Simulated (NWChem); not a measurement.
# quartet PO: levels of theory compared

We compute a comparison of 6 runs (UHF/cc-pVTZ, UB3LYP/6-31G*, UB3LYP/cc-pVTZ, UPBE/cc-pVTZ, UMP2/cc-pVTZ, UCCSD(T)/cc-pVTZ) of quartet PO. 

The results are computed with NWChem 7.3.0.

29 further runs of the same task are left out: 1 that didn't finish, 28 set aside as unsound or not needed. Runs told in other sessions of the task aren't counted.

## Step 1: Starting point

The species is PO (2 atoms), meant as a quartet with charge 0. As SMILES of the parent species, `O=[P]`. The shape is that of a PBE0-D4/def2-TZVP optimisation. That shape belongs to the parent species and isn't relaxed for this state.

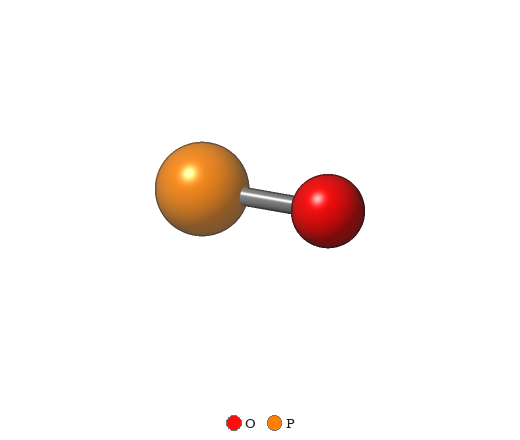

Viewed from a chosen angle; oxygen red, phosphorus orange.

## Step 2: A single-point energy at UHF/cc-pVTZ (run 1)

op.nw reads:

```
start op
memory 2200 mb
charge 0

geometry units atomic noautosym nocenter noautoz
O    0.00000000   0.00000000  -0.01785791
P    0.00000000   0.00000000   2.76757950
end

basis spherical bse
O library cc-pVTZ
P library cc-pVTZ
end

scf
quartet
uhf
thresh 1e-08
maxiter 80
end

task scf energy
```

Launch:

```console
nwchem op.nw > op.out
```

What it wrote:

```text
[...]
  functions       =    64
[...]
  wavefunction    = UHF
[...]
         Total SCF energy =   -415.493458879499
      One electron energy =   -660.219749352865
      Two electron energy =    201.645085500249
 Nuclear repulsion energy =     43.081204973118
                       Sz =      1.5000
                 Sz(Sz+1) =      3.7500
                      S^2 =      3.7900
[...]
```

Run time: 34 s. Hardware: 1 thread of Intel Xeon at 2.60GHz (Ice Lake), shared host; peak memory 0.098 GiB.

## Step 3: The energy at UB3LYP/6-31G(d) (spherical functions) (run 2)

a.nw reads:

```
start a
memory stack 880 mb heap 220 mb global 1100 mb
geometry units angstroms noautosym nocenter noautoz
O        0.000000       0.000000      -0.009450
P        0.000000       0.000000       1.464540
end
basis spherical bse
O library 6-31G*
P library 6-31G*
end
dft
xc b3lyp
mult 4
grid xfine
convergence energy 1e-08
iterations 100
mulliken
noprint "final vectors analysis"
end
task dft
```

Launch:

```console
nwchem a.nw > a.out
```

What it wrote:

```text
[...]
          Wavefunction type:  spin polarized.
          No. of atoms     :     2
          No. of electrons :    23
[...]
          Charge           :     0
          Spin multiplicity:     4
[...]
          AO basis - number of functions:    32
[...]
              XC Information
              --------------
                         B3LYP Method XC Potential
                     Hartree-Fock (Exact) Exchange  0.200
                        Slater Exchange Functional  0.800 local
                    Becke 1988 Exchange Functional  0.720 non-local
              Lee-Yang-Parr Correlation Functional  0.810
                  VWN I RPA Correlation Functional  0.190 local
[...]
 d= 0,ls=0.0,diis     1   -416.2956744178 -4.59D+02  2.11D-02  1.14D-01     0.6
[...]
 d= 0,ls=0.0,diis     9   -416.3658327392 -3.85D-09  1.19D-06  3.12D-09     4.0
[...]
         Total DFT energy =     -416.365832739178
      One electron energy =     -660.334187107699
           Coulomb energy =      232.731498206300
    Exchange-Corr. energy =      -31.844351905651
 Nuclear repulsion energy =       43.081208067873
[...]
      Total Density - Mulliken Population Analysis
     ---------------------------------------------
    Atom       Charge   Shell Charges
 -----------   ------   -------------------------------------------------------
    1 O    8     8.34   2.00  0.95  2.82  0.91  1.64  0.02
    2 P   15    14.66   2.00  2.00  5.97  1.22  2.09  0.39  0.83  0.16
[...]
      <S2> =      3.7565 (Exact =     3.7500)
[...]
```

Wall time 4.8 s (1 thread of Intel Xeon at 2.60GHz (Ice Lake), shared host); peak memory 0.11 GiB.

Runs 3 to 4 aren't shown in full; the table further down has their settings and results.

## Step 4: A single-point energy at UMP2/cc-pVTZ (run 5)

op.xyz reads:

```xyz
2

O      0.000000     0.000000    -0.009450
P      0.000000     0.000000     1.464540
```

run.py reads:

```python
from ase.io import read
from ase.calculators.nwchem import NWChem

mol = read('op.xyz')

calc = NWChem(
    label='op',
    theory='mp2',
    memory='2200 mb',
    basis='cc-pVTZ',
    basispar='spherical bse',
    scf={'nopen': '3', 'uhf': None, 'thresh': '1e-08', 'maxiter': '80'},
    mp2={'freeze': 'core 6', 'tight': None},
    task='energy',
)
mol.calc = calc

print(f"energy = {mol.get_potential_energy():.6f} eV")
```

Launch:

```console
export ASE_NWCHEM_COMMAND="nwchem PREFIX.nwi > PREFIX.nwo"
python run.py
```

What it wrote:

```text
energy = -11314.843740 eV
```

The calculator wrote op.nwi:

```
title "op"

permanent_dir op

scratch_dir op

start op

geometry units angstrom nocenter noautosym noautoz
  O  0.0000000000000000e+00 0.0000000000000000e+00 -9.4500000000000001e-03
  P  0.0000000000000000e+00 0.0000000000000000e+00 1.4645400000000000e+00
end

memory 2200 mb

basis spherical bse noprint
   * library cc-pVTZ
end

scf
  nopen 3
  uhf
  thresh 1e-08
  maxiter 80
end
mp2
  freeze core 6
  tight
end

task mp2 energy
```

op.nwo:

```text
Northwest Computational Chemistry Package (NWChem) 7.3.0
             --------------------------------------------------------

           Job information
           ---------------

    nwchem branch   = 7.3.0
    use scalapack   = T
    input           = op.nwi
    prefix          = op.
    data base       = op/op.db
    status          = startup
    nproc           =        1

           Memory information
           ------------------

    heap     =     72089596 doubles =      550.0 Mbytes
    stack    =     72089601 doubles =      550.0 Mbytes
    global   =    144179200 doubles =     1100.0 Mbytes (distinct from heap & stack)
    total    =    288358397 doubles =     2200.0 Mbytes
    verify   = yes
    hardfail = no

[... 33 lines left out ...]
            Nuclear Dipole moment (a.u.)
[... 57 lines left out ...]
 1-e energy   =    -660.048062
[... 7 lines left out ...]
         Quadratically convergent UHF
[... 15 lines left out ...]
       Final UHF  results
[... 3 lines left out ...]
      One electron energy =   -660.219755465295
[... 1 line left out ...]
 Nuclear repulsion energy =     43.081208067873
[... 35 lines left out ...]
          Final beta eigenvalues
[... 198 lines left out ...]
                     UHF Final Beta Molecular Orbital Analysis
[... 271 lines left out ...]
          -------------------------------------------
          SCF energy                -415.493458864103
          Correlation energy          -0.319382480739
          Singlet pairs                0.000000000000
          Triplet pairs                0.000000000000
          Total MP2 energy          -415.812841344842
          -------------------------------------------

          ---------------------------------------------------
                    Spin Component Scaled (SCS) MP2
          Same spin pairs                     -0.090870462158
          Same spin scaling factor             0.333333333333
          Opposite spin pairs                 -0.228512018581
          Opposite spin scaling fact.          1.200000000000
          SCS-MP2 correlation energy          -0.304504576349
          Total SCS-MP2 energy              -415.797963440453
          ---------------------------------------------------

 -----------------------
 Task  times  cpu:       38.8s     wall:       38.8s
 Total times  cpu:       38.8s     wall:       38.8s
```

It took 40 s on 1 thread of Intel Xeon at 2.60GHz (Ice Lake), shared host; peak memory 0.12 GiB.

## Step 5: The energy at UCCSD(T)/cc-pVTZ (run 6)

run.py reads:

```python
from ase import Atoms
from ase.calculators.nwchem import NWChem

mol = Atoms('OP', positions=[
    [0.000000, -0.000000, -0.009450],
    [-0.000000, 0.000000, 1.464540],
])

calc = NWChem(
    label='geom',
    theory='tce',
    memory='2200 mb',
    basis='cc-pVTZ',
    basispar='spherical bse',
    scf={'nopen': '3', 'uhf': None, 'thresh': '1e-08', 'maxiter': '80'},
    tce={'scf': None, 'ccsd(t)': None, 'freeze': 'core 6', 'maxiter': '60'},
    task='energy',
)
mol.calc = calc

print("Total energy (eV):", round(mol.get_potential_energy(), 6))
```

Launch:

```console
export ASE_NWCHEM_COMMAND="nwchem PREFIX.nwi > PREFIX.nwo"
python run.py
```

What it wrote:

```text
Total energy (eV): -11315.633522
```

The calculator wrote geom.nwi:

```
title "geom"

permanent_dir geom

scratch_dir geom

start geom

geometry units angstrom nocenter noautosym noautoz
  O  0.0000000000000000e+00 -0.0000000000000000e+00 -9.4500000000000001e-03
  P  -0.0000000000000000e+00 0.0000000000000000e+00 1.4645400000000000e+00
end

memory 2200 mb

basis spherical bse noprint
   * library cc-pVTZ
end

scf
  nopen 3
  uhf
  thresh 1e-08
  maxiter 80
end
tce
  scf
  ccsd(t)
  freeze core 6
  maxiter 60
end

task tce energy
```

geom.nwo:

```text
Northwest Computational Chemistry Package (NWChem) 7.3.0
             --------------------------------------------------------

           Job information
           ---------------

    nwchem branch   = 7.3.0
    use scalapack   = T
    input           = geom.nwi
    prefix          = geom.
    data base       = geom/geom.db
    status          = startup
    nproc           =        1

           Memory information
           ------------------

    heap     =     72089596 doubles =      550.0 Mbytes
    stack    =     72089601 doubles =      550.0 Mbytes
    global   =    144179200 doubles =     1100.0 Mbytes (distinct from heap & stack)
    total    =    288358397 doubles =     2200.0 Mbytes
    verify   = yes
    hardfail = no

[... 33 lines left out ...]
            Nuclear Dipole moment (a.u.)
[... 57 lines left out ...]
 1-e energy   =    -660.048062
[... 7 lines left out ...]
         Quadratically convergent UHF
[... 15 lines left out ...]
       Final UHF  results
[... 3 lines left out ...]
      One electron energy =   -660.219755465295
[... 1 line left out ...]
 Nuclear repulsion energy =     43.081208067873
[... 35 lines left out ...]
          Final beta eigenvalues
[... 198 lines left out ...]
                     UHF Final Beta Molecular Orbital Analysis
[... 384 lines left out ...]
 CCSD total energy / hartree       =      -415.825821035242200
[... 1 line left out ...]
 Singles contributions

 Doubles contributions
 CCSD(T)
 Using plain CCSD(T) code
             total no. of tasks           56
 total no. of tasks / no. procs           56
                         wl_min       373248           8.5
                         wl_max      1685159          10.9
        thresh for no. of tasks           56

 CCSD[T]  correction energy / hartree =        -0.017560780626200
 CCSD[T] correlation energy / hartree =        -0.349922951764970
 CCSD[T] total energy / hartree       =      -415.843381815868383
 CCSD(T)  correction energy / hartree =        -0.016044259110778
 CCSD(T) correlation energy / hartree =        -0.348406430249547
 CCSD(T) total energy / hartree       =      -415.841865294352999

 Task  times  cpu:       57.7s     wall:       57.7s
 Total times  cpu:       57.7s     wall:       57.7s
```

It took 59 s on 1 thread of Intel Xeon at 2.60GHz (Ice Lake), shared host; peak memory 0.49 GiB.

## Step 6: All runs side by side

```tsv
run	level	iteration cap	module	energy (Eh)	dipole moment (D) of the reference	HOMO energy (eV)	⟨S²⟩	wall time
1	UHF/cc-pVTZ	80	scf	-415.493459	2.28	-9.94	3.790	34 s
2	UB3LYP/6-31G* (spherical functions)	100	dft	-416.365833	1.60	–	3.756	4.8 s
3	UB3LYP/cc-pVTZ	100	dft	-416.443737	1.46	-5.98	3.759	20 s
4	UPBE/cc-pVTZ	100	dft	-416.198385	1.40	-4.99	3.755	23 s
5	UMP2/cc-pVTZ	80	mp2	-415.812841	–	-9.94	3.790	40 s
6	UCCSD(T)/cc-pVTZ	80	tce	-415.841865	–	-9.94	3.790	59 s
```

## Step 7: What came out

| quantity | value |
| --- | --- |
| run 6: total energy | -415.84187 Eh |
| run 6: HOMO energy (Hartree–Fock orbitals) (highest over α and β) | -9.94 eV |
| run 6: LUMO energy (Hartree–Fock orbitals) (lowest over α and β) | -2.42 eV |
| run 6: correlation energy (6 core orbitals frozen) | -348.4 mEh |
| run 6: (T) correction | -16.04 mEh |
| run 6: ⟨S²⟩ of the reference determinant | 3.790 |

**Reading.** Below the UHF energy at the same shape and in the same basis (cc-pVTZ): UMP2 -319.4 mEh; UCCSD(T) -348.4 mEh. Over runs 1, 2, 3, 4 the dipole moment (its size) runs from 1.40 D (UPBE/cc-pVTZ) to 2.28 D (UHF/cc-pVTZ). Totals of different functionals can't be ranked against each other. All runs together took 3 min, the longest 59 s.
